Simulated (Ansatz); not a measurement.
BH₅N₂Si

```yaml
atoms:
  - { symbol: B, position_ang: [-0.8886, -1.3384, 0.8953] }
  - { symbol: N, position_ang: [-0.5814, -0.0291, 0.3783] }
  - { symbol: N, position_ang: [-0.1974, -2.2129, -0.0177] }
  - { symbol: Si, position_ang: [0.3512, -0.7984, -0.8803] }
  - { symbol: H, position_ang: [-1.5594, -1.6306, 1.8562] }
  - { symbol: H, position_ang: [-0.8487, 0.8882, 0.6919] }
  - { symbol: H, position_ang: [-0.1431, -0.6313, -2.2807] }
  - { symbol: H, position_ang: [1.8230, -0.5398, -0.8799] }
  - { symbol: H, position_ang: [-0.1257, -3.2153, -0.0511] }
```

Geometry: PBE0-D3(BJ)/def2-SVP.

Theory: isolated molecule in a Gaussian basis; Kohn-Sham density functional theory, functional PBE0 in Ansatz.

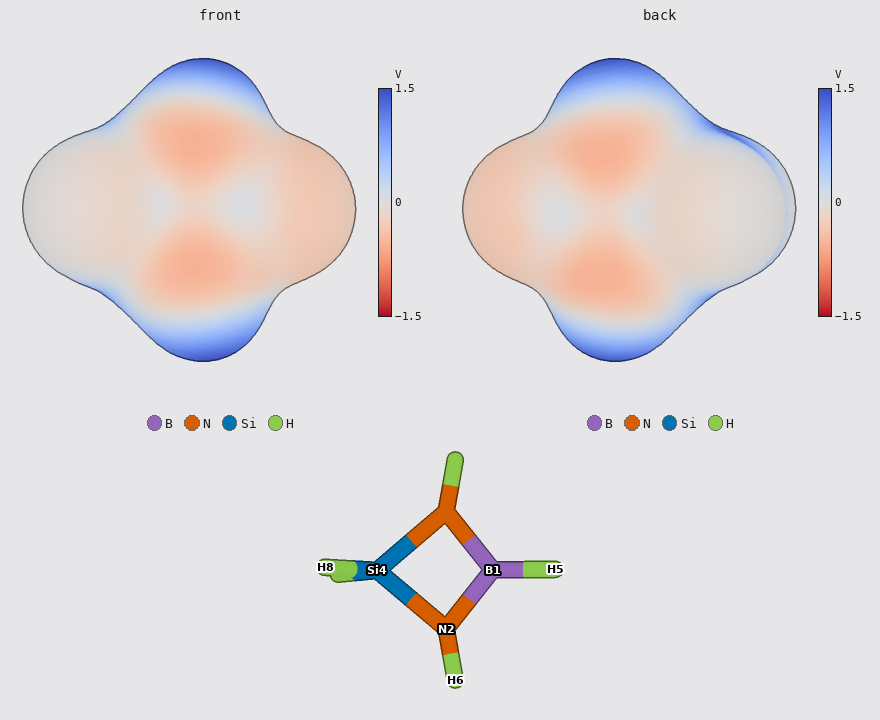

Figure 1. The electrostatic potential painted on the density surface at 0.001 e/bohr³, seen from the front and from behind; red is negative and blue positive. The bare structure is drawn below in the same view.

Question: Describe the electrostatic potential map.

Answer: The most negative region (about −0.6 V, or −14 kcal/mol for a unit charge) lies over N2 and N3, the most positive (about +1.4 V, or +32 kcal/mol for a unit charge) over H6 and H9.

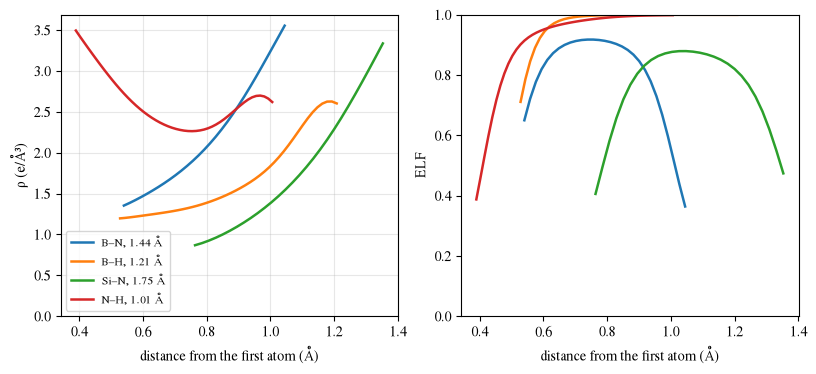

Figure 2. Electron density and ELF along straight lines between neighbouring atoms. The curves leave out the atomic cores.

Question: Compare the contacts.

Answer: B–N (1.44 Å): ρ is about 1.8 e/Å³ halfway; the ELF peaks at about 0.90 between the atoms: a shared but strongly polarised pair.
B–H (1.21 Å): the density is about 1.2 e/Å³ at the midpoint; the ELF climbs to about 1 towards the hydrogen, as it does in any bond to H (a covalent bond by its length).
Si–N (1.75 Å): ρ at the midpoint is about 1 e/Å³; the ELF peaks at about 0.90 between the atoms: a polar covalent bond.
N–H (1.01 Å): ρ is about 2.9 e/Å³ halfway; the ELF climbs to about 1 towards the hydrogen; a covalent bond by its length.

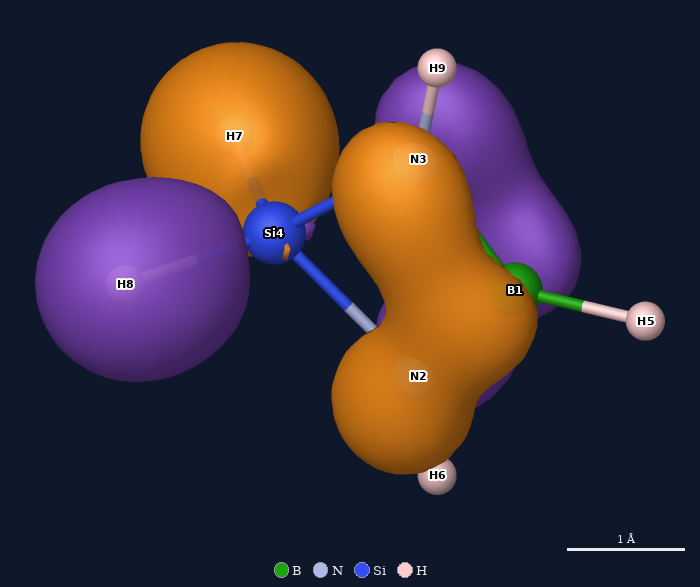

Figure 3. The HOMO−1 at ±0.15 Å⁻³ᐟ² (orange and purple are the two phases), seen at a tilt.

Question: What is the character of this orbital?

Answer: By Hirshfeld shares it lies mainly on Si4 (about 20 %), H8 (about 15 %), H7 (about 15 %), N2 (about 15 %), N3 (about 15 %) and B1 (about 10 %). Its energy is −8.55 eV.
